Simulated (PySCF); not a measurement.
# BF2 (SMILES F[B]F): NEVPT2(3,3)/STO-3G

Aim: the energy change on altering one bond length of BF2 at NEVPT2(3,3)/STO-3G, from 2 runs. The job is set up through a Python script.

The calculation is run with PySCF 2.14.0.

13 further runs of the same task are left out: 4 that didn't finish, 9 set aside as unsound or not needed.

### Step 1. Starting point

BF2 has 3 atoms, charge 0, and is taken as a doublet. SMILES: `F[B]F`. Geometry: relaxed at PBE0-D4/def2-TZVP.

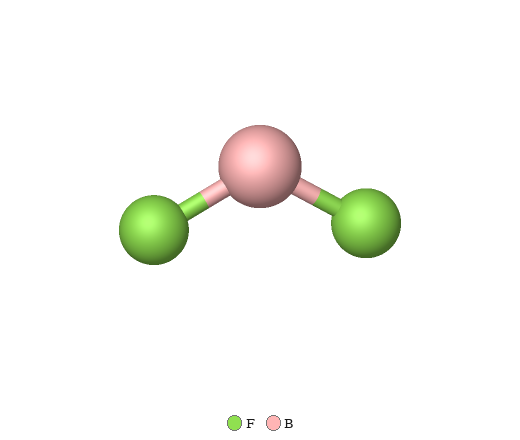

The structure, seen from a chosen angle (fluorine green, boron pink).

### Step 2. The energy at NEVPT2(3,3)/STO-3G

Input file calc.py:

```python
import numpy
from pyscf import gto, scf, mp, mcscf, mrpt

mol = gto.Mole()
mol.atom = '''
F        0.513100      -1.044300       0.160000
B        0.279000       0.240500       0.181300
F       -0.802900       0.738900      -0.354600
'''
mol.spin = 1
mol.verbose = 3
mol.max_memory = 1860
mol.basis = 'sto-3g'
mol.build()

mf = mol.ROHF()
mf.conv_tol = 1e-10
mf.kernel()
if not mf.converged:
    mf = mf.newton().run(mf.mo_coeff, mf.mo_occ)

pt = mp.MP2(scf.addons.convert_to_uhf(mf)).run()
noons, natorbs = mcscf.addons.make_natural_orbitals(pt)
print('natural occupations', numpy.round(noons[:40], 4))
cas = mcscf.CASSCF(mf, 3, 3)
cas.fix_spin_(ss=0.75)
cas.natorb = True
cas.kernel(natorbs)
e_pt2 = mrpt.NEVPT(cas).kernel()
e_tot = cas.e_tot + e_pt2
print(f'total energy: {e_tot:.8f} hartree')
```

Launch:

```console
$ OMP_NUM_THREADS=1 python calc.py
```

Log:

```text
converged SCF energy = -220.477509682076
E(UMP2) = -220.549383465566  E_corr = -0.0718737834898502
E(SCS-UMP2) = -220.548071468208  E_corr = -0.0705617861311507
natural occupations [2.     2.     2.     1.9996 1.9995 1.9952 1.9946 1.9894 1.9887 1.9875
 1.9857 1.0047 0.0247 0.0173 0.0132]
CASSCF energy = -220.489028872905
CASCI E = -220.489028872905  E(CI) = -3.50603788194653  S^2 = 0.7500000
Sr    (-1)',   E = -0.00028006790799
Si    (+1)',   E = -0.00275220090025
Sijrs (0)  ,   E = -0.02622386873702
Sijr  (+1) ,   E = -0.01308667229193
Srsi  (-1) ,   E = -0.00234283862799
Srs   (-2) ,   E = -0.00037996002653
Sij   (+2) ,   E = -0.00154694975945
Sir   (0)' ,   E = -0.01641078738769
Nevpt2 Energy = -0.063023345638847
total energy: -220.55205222 hartree
```

Wall time 1.4 s (1 thread of Arm Neoverse V2, shared host); peak memory 0.12 GiB.

### Step 3. The distorted shape

Input file job.py:

```python
import numpy
from pyscf import gto, scf, mp, mcscf, mrpt

mol = gto.M(
    atom='F 0.700375 -2.072112 0.142960; B 0.279000 0.240500 0.181300; F -0.802900 0.738900 -0.354600',
    spin=1,
    verbose=3,
    basis='sto-3g',
    max_memory=1860,
)

calc0 = scf.ROHF(mol)
calc0.conv_tol = 1e-10
calc0.kernel()
if not calc0.converged:
    calc0 = calc0.newton().run(calc0.mo_coeff, calc0.mo_occ)

pt = mp.MP2(scf.addons.convert_to_uhf(calc0)).run()
noons, natorbs = mcscf.addons.make_natural_orbitals(pt)
print('natural occupations', numpy.round(noons[:40], 4))
cas = mcscf.CASSCF(calc0, 3, 3)
cas.fix_spin_(ss=0.75)
cas.natorb = True
cas.kernel(natorbs)
e_pt2 = mrpt.NEVPT(cas).kernel()
energy = cas.e_tot + e_pt2
print('E = %.10f Eh' % energy)
```

Launch:

```console
$ OMP_NUM_THREADS=1 python job.py
```

Log:

```text
converged SCF energy = -220.330819706228
E(UMP2) = -220.393598323969  E_corr = -0.0627786177413722
E(SCS-UMP2) = -220.394418452301  E_corr = -0.0635987460729633
natural occupations [2.     2.     2.     2.     2.     1.9999 1.9996 1.9877 1.9862 1.9858
 1.9737 1.     0.0256 0.0244 0.0171]
CASSCF energy = -220.347857828150
CASCI E = -220.347857828150  E(CI) = -2.30802072689357  S^2 = 0.7500000
Sr    (-1)',   E = -0.00000191518094
Si    (+1)',   E = -0.00002750159565
Sijrs (0)  ,   E = -0.02154763736417
Sijr  (+1) ,   E = -0.01735490546722
Srsi  (-1) ,   E = -0.00195462944416
Srs   (-2) ,   E = -0.00503865655880
Sij   (+2) ,   E = -0.00249313369396
Sir   (0)' ,   E = -0.00143587993593
Nevpt2 Energy = -0.049854259240823
E = -220.3977120874 Eh
```

Run time: 0.7 s. Hardware: 1 thread of Arm Neoverse V2, shared host; peak memory 0.12 GiB.

### Step 4. Summary of results

Level: NEVPT2(3,3)/STO-3G.

| quantity | value |
| --- | --- |
| first shape: total energy | -220.55205 Eh |
| first shape: dipole moment (Hartree–Fock density) | 0.47 D |
| distorted shape: total energy | -220.39771 Eh |
| distorted shape: dipole moment (Hartree–Fock density) | 0.89 D |
| energy change with the F1–B2 bond stretched from 1.306 to 2.351 Å | 4.200 eV |

In words: With the F1–B2 bond stretched from 1.306 to 2.351 Å the energy rises by 4.20 eV (97 kcal/mol). The first shape isn't relaxed at this level, so the change isn't measured from a minimum. The minimal basis adds a large error of its own. Mulliken charges (distorted shape) of the mean-field density run from -0.19 on F3 to +0.17 on B2.
